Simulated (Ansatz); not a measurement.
# Pt(111) with 4 thermally displaced layers, 2x2: scattering by thermal displacements

How much do lattice vibrations at 80 K scatter the electrons of Pt? Layers with random displacements are laid between perfect leads, and the resistance is followed against their length.

Main program and level: Ansatz 0.2.0; Ansatz plane-wave DFT, PBE, PAW files; ballistic transport by layer matching (Landauer), zero bias; PAW set soft_1.

## Step 1: Starting point

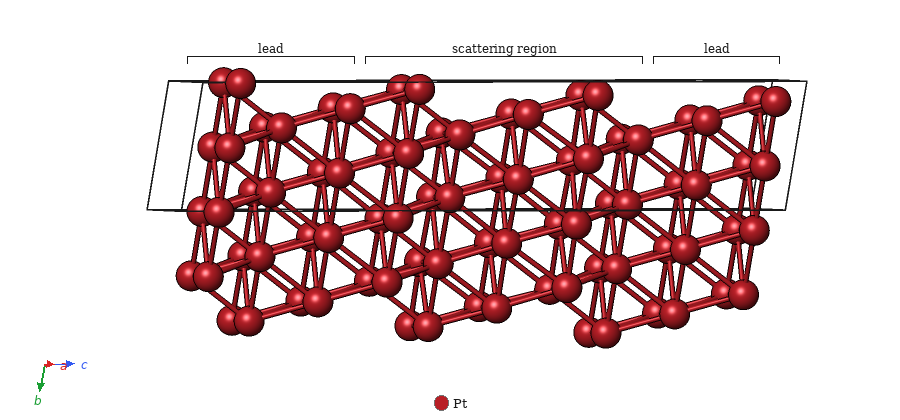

The cell as given, from the side, with the c axis across the page (platinum red). 1×2×1 cells are drawn.

The cell holds 40 atoms: 40 Pt. Its edges and angles: a = 5.546 Å, b = 5.546 Å, c = 22.699 Å, α = 93.5°, β = 86.5°, γ = 120.0°. It derives from Pt. Regions: lead, 24 atoms (24 Pt); scattering region, 16 atoms (16 Pt). The structure is stacked along c, and the current runs across the ab planes.

## Step 2: With 4 displaced layers

Each atom of 4 layers is moved at random, by amounts drawn from a normal law 0.0357 Å wide in each direction from the Debye model (240 K) at 80 K. The layers about the cell's end stay perfect and serve as the lead. Disorder leaves little or no symmetry, which makes such runs dear. Energies from -0.05 to 0.05 eV in steps of 0.05 eV are too few for the program's thermal sum, so it prints no conductance; for a metal the transmission near the Fermi level serves, at a fraction of the cost.

The input, input.yaml:

```yaml
crystal:
  lattice:
    - [5.5462627489, 0.0, 0.0]
    - [-2.7731313745, 4.8032044366, 0.0]
    - [1.3865656872, -0.8005340728, 22.6425228571]
  atoms:
    - { symbol: Pt, position: [0.9916666667, 0.0083333333, 0.05] }
    - { symbol: Pt, position: [0.9916666667, 0.5083333333, 0.05] }
    - { symbol: Pt, position: [0.4916666667, 0.0083333333, 0.05] }
    - { symbol: Pt, position: [0.4916666667, 0.5083333333, 0.05] }
    - { symbol: Pt, position: [0.1416666667, 0.3583333333, 0.15] }
    - { symbol: Pt, position: [0.1416666667, 0.8583333333, 0.15] }
    - { symbol: Pt, position: [0.6416666667, 0.3583333333, 0.15] }
    - { symbol: Pt, position: [0.6416666667, 0.8583333333, 0.15] }
    - { symbol: Pt, position: [0.2916666667, 0.2083333333, 0.25] }
    - { symbol: Pt, position: [0.2916666667, 0.7083333333, 0.25] }
    - { symbol: Pt, position: [0.7916666667, 0.2083333333, 0.25] }
    - { symbol: Pt, position: [0.7916666667, 0.7083333333, 0.25] }
    - { symbol: Pt, position: [0.9418167542, 0.0575196469, 0.3510098681] }
    - { symbol: Pt, position: [0.9402559956, 0.5544464818, 0.3505701911] }
    - { symbol: Pt, position: [0.4537662666, 0.0651884827, 0.3488902957] }
    - { symbol: Pt, position: [0.4311930123, 0.5537111009, 0.350065166] }
    - { symbol: Pt, position: [0.0762133554, 0.4063795101, 0.4480353509] }
    - { symbol: Pt, position: [0.0850129008, 0.9042044715, 0.4495012334] }
    - { symbol: Pt, position: [0.5982250971, 0.416049047, 0.4497973166] }
    - { symbol: Pt, position: [0.5978986444, 0.9034810086, 0.4505542884] }
    - { symbol: Pt, position: [0.2480276446, 0.2588367699, 0.5488275927] }
    - { symbol: Pt, position: [0.2339738734, 0.7549887112, 0.5503472208] }
    - { symbol: Pt, position: [0.734431569, 0.2567365861, 0.5497489216] }
    - { symbol: Pt, position: [0.7458528359, 0.7600223925, 0.5505603793] }
    - { symbol: Pt, position: [0.8867698169, 0.1075758929, 0.6512362334] }
    - { symbol: Pt, position: [0.8962032498, 0.5993719834, 0.6523872725] }
    - { symbol: Pt, position: [0.4031652677, 0.1142106923, 0.6504170142] }
    - { symbol: Pt, position: [0.3945496617, 0.6196866709, 0.6530910874] }
    - { symbol: Pt, position: [0.0416666667, 0.4583333333, 0.75] }
    - { symbol: Pt, position: [0.0416666667, 0.9583333333, 0.75] }
    - { symbol: Pt, position: [0.5416666667, 0.4583333333, 0.75] }
    - { symbol: Pt, position: [0.5416666667, 0.9583333333, 0.75] }
    - { symbol: Pt, position: [0.1916666667, 0.3083333333, 0.85] }
    - { symbol: Pt, position: [0.1916666667, 0.8083333333, 0.85] }
    - { symbol: Pt, position: [0.6916666667, 0.3083333333, 0.85] }
    - { symbol: Pt, position: [0.6916666667, 0.8083333333, 0.85] }
    - { symbol: Pt, position: [0.8416666667, 0.1583333333, 0.95] }
    - { symbol: Pt, position: [0.8416666667, 0.6583333333, 0.95] }
    - { symbol: Pt, position: [0.3416666667, 0.1583333333, 0.95] }
    - { symbol: Pt, position: [0.3416666667, 0.6583333333, 0.95] }
kpoints:
  mp_grid: { grid: [5, 5, 1] }
hamiltonian:
  xc: pbe
  pseudopotentials: { kind: paw, azcp: { folder: soft_1 } }
scf:
  occupations: { method: fermi_dirac, width: 0.1 }
output:
  transmission:
    leads: [[0, 4]]
    kmesh: [10, 10]
    e_range: [-0.05, 0.05]
    de: 0.05
  write_potential: true
  write_density: true
  volumetric_format: npy
  elf: true
```

Launch:

```
ansatz run input.yaml --threads 4 --pin off --max-ram 15360MiB --backend cpu --events-out ev --progress --plain --runs-dir out
```

Numbers of over 12 decimals in the logs are rounded to 6 here.

The log of the run:

```text
Engine: ansatz 0.2.0, aarch64-unknown-linux-gnu
Pseudopotentials: kind: paw
Pseudopotential: Pt, paw, valence charge 18, recommended cutoff 420 eV (normal), soft_1/Pt.paw.azcp
Functional definition: PBE
  parameter kappa = 0.804
  parameter beta = 0.066725
  exchange = pbe_x(kappa = kappa, mu = beta*pi^2/3)
  correlation = pbe_c(beta = beta)
Crystal: 40 atoms, lattice volume = 603.193 Å³
Basis set: ecut = 420 eV, 11827 PW (Γ)
Bands: 432, of which v1, the nominal top of the filled ones, is band 360 counted from 1 (359 counted from 0)
Symmetry: 1 space group operations
Space group: P1 (ITA 1), of the structure as read, at distance tolerance 8.4e-5 Å
k-points: 13 of 25 (time reversal used)
Non-local potential: Pt, projectors of the file, l = 0: 3, l = 1: 2, l = 2: 2, l = 3: 1
PAW form: soft (Blöchl's): semilocal exchange-correlation on the pseudo side does not see the compensation charge
PAW one-centre angular grid: Pt, 590 points (default); XC on 64 Gauss nodes
Initial density: superposition of atomic densities (chi_scale 0.1, normalization cell)
Initial wavefunctions: pseudopotential atomic-orbital guess
Functional: x = pbe(κ = 0.804, μ = 0.219515), c = pbe(β = 0.066725)
SCF iter   1: F=—  HF=-501001.140884 eV  |F-HF|=—  |Δ(HF+E_count)|=         —  Δρ=8.57e-2  dr2=4.21e1  ethr=3.10e-3  ⟨swp⟩=4.8  Hψ=17011  notcnv=0  defer=198
preconditioner: auto → Kerker (q_TF=auto, 2.810 Å⁻¹)  [metal: Δε(μ)=0.006 eV  Ē_g=8.530 eV  σ=0.100 eV  W_gap=0.02  n_scr=246 (ndim 8)  ℏωp=30.2 eV  f_vac=0.000  D(μ)=69.14/eV (n_scr^D=924)]
SCF iter   2: F=—  HF=-500991.267993 eV  |F-HF|=—  |Δ(HF+E_count)|=    9.87e0  Δρ=4.54e-2  dr2=1.15e1  ethr=3.10e-3  ⟨swp⟩=2.8  Hψ=9341  notcnv=0  defer=484
SCF iter   3: F=—  HF=-500987.959666 eV  |F-HF|=—  |Δ(HF+E_count)|=    3.31e0  Δρ=6.54e-3  dr2=1.25e-1  ethr=1.60e-3  ⟨swp⟩=2.1  Hψ=8100  notcnv=0  defer=484
SCF iter   4: F=—  HF=-500987.975275 eV  |F-HF|=—  |Δ(HF+E_count)|=   1.56e-2  Δρ=1.09e-3  dr2=7.32e-3  ethr=1.73e-5  ⟨swp⟩=2.9  Hψ=9704  notcnv=0  defer=480
SCF iter   5: F=—  HF=-500987.975472 eV  |F-HF|=—  |Δ(HF+E_count)|=   1.97e-4  Δρ=3.54e-4  dr2=5.67e-4  ethr=1.02e-6  ⟨swp⟩=2.5  Hψ=7998  notcnv=0  defer=480
SCF iter   6: F=—  HF=-500987.975510 eV  |F-HF|=—  |Δ(HF+E_count)|=   3.80e-5  Δρ=5.52e-5  dr2=1.82e-5  ethr=7.88e-8  ⟨swp⟩=2.9  Hψ=11025  notcnv=0  defer=480
SCF iter   7: F=—  HF=-500987.974287 eV  |F-HF|=—  |Δ(HF+E_count)|=   1.22e-3  Δρ=1.00e-5  dr2=8.10e-7  ethr=2.52e-9  ⟨swp⟩=1.2  Hψ=5117  notcnv=0  defer=480
SCF iter   8: F=-500987.974287 eV  HF=-500987.974287 eV  |F-HF|=7.60e-8  |Δ(HF+E_count)|=   3.80e-8  Δρ=2.08e-6  dr2=9.10e-8  ethr=1.39e-11  ⟨swp⟩=8.9  Hψ=17557  notcnv=0
SCF 1 converged in 8 iterations: F = -500987.974287 eV  dr2 = 9.10e-8
  greatest PAW one-centre occupation: 1.000 electrons in one spin orbital (limit 2), on the Pt atom at site 13 (counted from 0), in its partial waves of l = 0
transmission: 220 of 2184 steps passed
transmission: 440 of 2184 steps passed
[...]
transmission: 2184 of 2184 steps passed
SCF converged after 8 iterations
Free energy (F): -500987.974287 eV
Harris-Foulkes:  -500987.974287 eV  (|F-HF|=7.60e-8)
Internal energy: -500985.737991 eV  (E = F + TS)
E sigma→0 (E₀):  -500986.856139 eV
Entropy (-TS):   -2.236297 eV (-55.907 meV/atom)
Fermi energy:    23.428750 eV
--- Per-component energies (eV) ---
  E_band       = -5136.433541
  E_kinetic    = 23900.080890
  E_local      = -57057.945956  (includes V_loc(G=0)·N_el)
  E_nonlocal   = 8155.152469
  E_hartree    = 21719.816157
  E_xc         = -9304.872511
  E_vxc        = -10871.726601  (∫ρ·V_xc dr)
  E_paw        = -379355.828320  (= ΣΔE_a)
  E_vpaw       = -12701.686086  (= ΣTr[D̂ρ^β])
  E_aug_tail   = 0.044515  (compensation charges beyond the density's cutoff)
  E_ewald      = -109042.185235
  E_smearing   = -2.236297  (= −TS)
  E_closure    = 0.000000  (closes the sum)
  Σ components = -500987.974287   (vs F -500987.974287, Δ=0.00e0)
--- Band table (eV; the first three rows and the last of 13) ---
  k-point 0: bands = [... 356 lower, 23.5800, 23.6200, 23.6241, 23.6617, 23.6707, 23.6745, 23.6830, 23.7354, ... 68 higher]
  k-point 1: bands = [... 356 lower, 23.4000, 23.4039, 23.4192, 23.4315, 23.4525, 23.4614, 23.5007, 23.5865, ... 68 higher]
  k-point 2: bands = [... 356 lower, 23.3205, 23.3402, 23.3985, 23.4568, 23.5196, 23.5350, 23.5402, 23.5501, ... 68 higher]
  k-point 12: bands = [... 356 lower, 23.2814, 23.3220, 23.4450, 23.4501, 23.4671, 23.4843, 23.5243, 23.5298, ... 68 higher]
--- Transmission ---
  basis      : 241 plane waves across, 42 finite elements along
  points     : 52, standing for a mesh of 10 x 10
  energies   : 3 from -0.050000 to 0.050000 eV about the Fermi level, 0.050000 eV apart; the leads are filled to 0.000000 eV, and channels, transmission and decay are at 0.000000 eV
  crystal 0  : Pt4, at the sites [0, 4], period 2.2643 Å, over 13.59 Å; its Hamiltonian steps by up to 6.3 meV
    offset         : up to 0.0000 Å between an atom of the period and one for which it stands
    channels       : 6.890000e0 a spin
    conductance    : none, the energies end too early or step too widely for 300 K: set another output.transmission.e_range or a lower de, or, where they end at an eighth of basis.ecutwfc, a higher one
  junction   : crystal 0 to crystal 0, 0.70 to 21.08 Å
    transmission   : 6.506671e0 a spin
    conductance    : none, the energies end too early or step too widely for 300 K: set another output.transmission.e_range or a lower de, or, where they end at an eighth of basis.ecutwfc, a higher one
```

The job ended after 8.5 min (4 threads of Arm Neoverse V1, shared host; peak memory 5.7 GiB; 33 min of CPU time).

Numbers from this step:

```yaml
free_energy: -500987.9743 eV
energy_at_zero_smearing: -500986.8561 eV
fermi_energy: 23.43 eV
cell_area: 26.64 Å²
transmission_per_spin_nearest_the_fermi_level: 6.507
open_channels_per_spin_nearest_the_fermi_level: 6.89
step_of_the_lead_s_potential: 6.3 meV
```

Per spin. Transmission, zone mean against energy, zero at the Fermi level:

```csv
energy (eV),"transmission, zone mean"
-0.0500,6.71
0.0000,6.51
0.0500,5.99
```

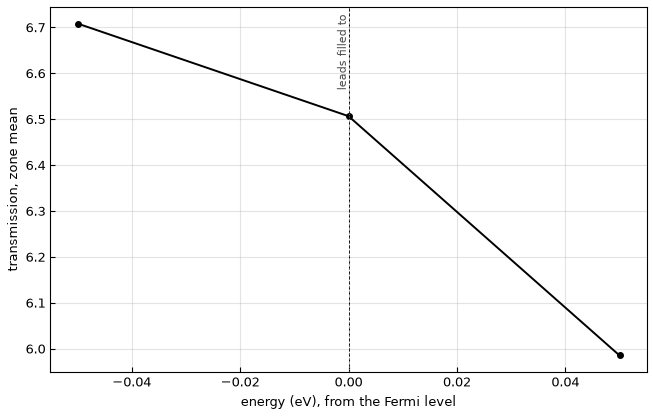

Transmission, zone mean, plotted against energy.

Per spin. Table of open channels, zone mean, lead by energy, zero at the Fermi level:

```csv
energy (eV),"open channels, zone mean, lead"
-0.0500,7.16
0.0000,6.89
0.0500,6.21
```

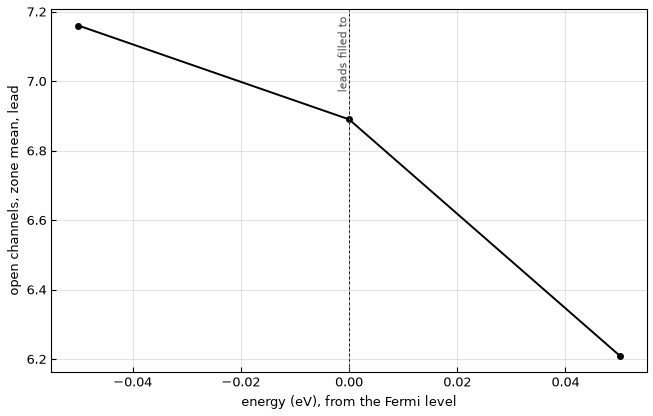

Open channels, zone mean, lead against energy.

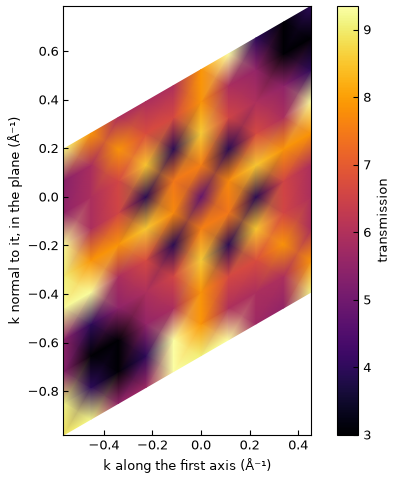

Transmission over k1 and k2. At 0.0000 eV from the Fermi level.

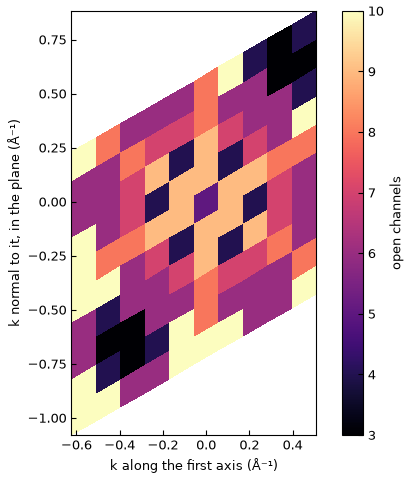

Open channels over k1 and k2. At 0.0000 eV from the Fermi level.

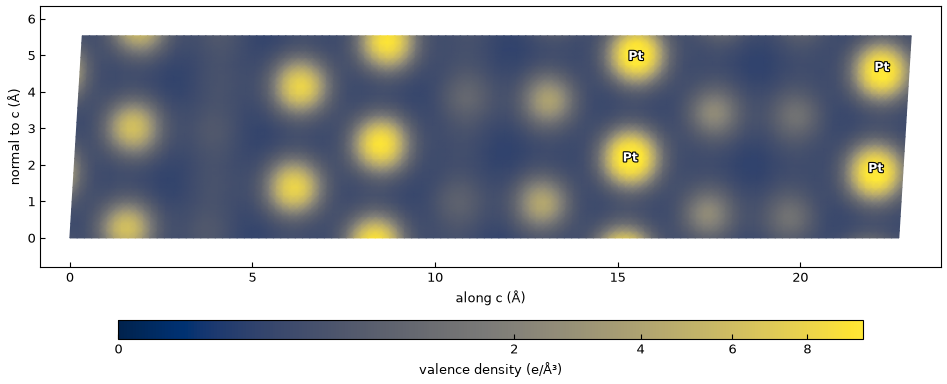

Valence density in the ca plane at fractional y = 0.620, with atoms of Pt within 0.2 Å of it. It is the smooth field of the valence electrons, not physical close to the nuclei. The colour scale is stretched toward low values.

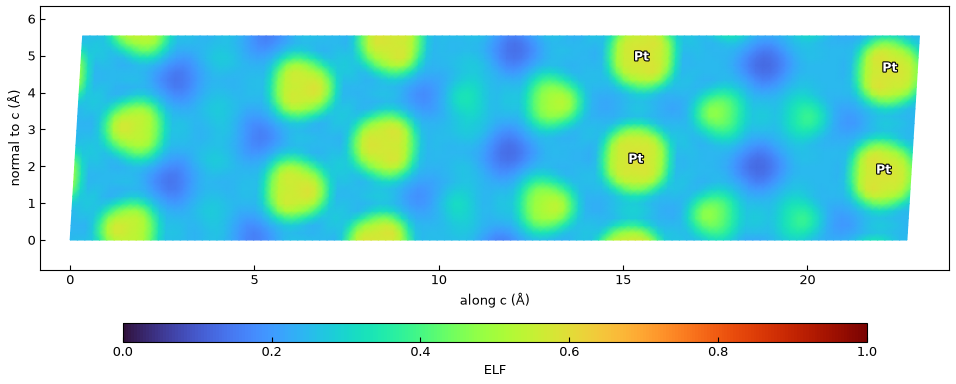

ELF in the ca plane at fractional y = 0.620, with atoms of Pt within 0.2 Å of it. It is the smooth field of the valence electrons, not physical close to the nuclei.

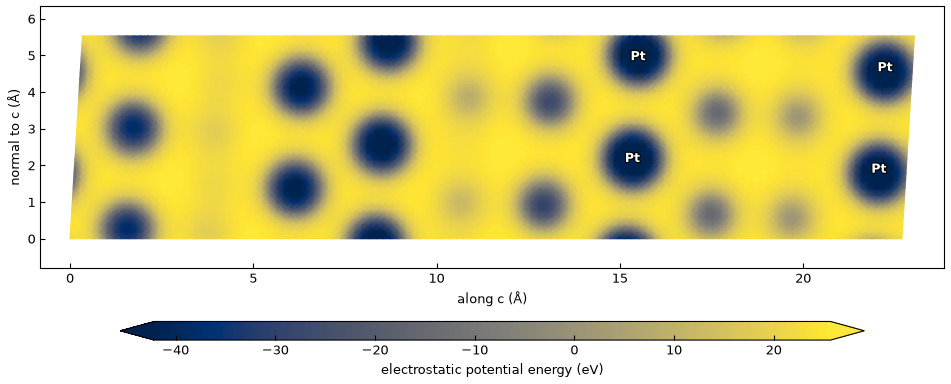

Electrostatic potential energy in the ca plane at fractional y = 0.620, with atoms of Pt within 0.2 Å of it. With pseudopotentials it is smooth inside the atoms' cores, unlike the true potential.

Over the solved energies the transmission per spin lies between 5.99 and 6.71, out of 6.75 channels of the lead on average (up to 7.16).

(Continued in part 2 of 2.)

[Logs are printed without paths, hosts, clocks, repeated set-up lines and the standing remarks that a program may print on its own settings, such as how far it seeks lower states.]

[Hosts, paths, dates, database ids (printed as entryN), source tags and the programs' standing remarks are cut or masked in the printed files.]
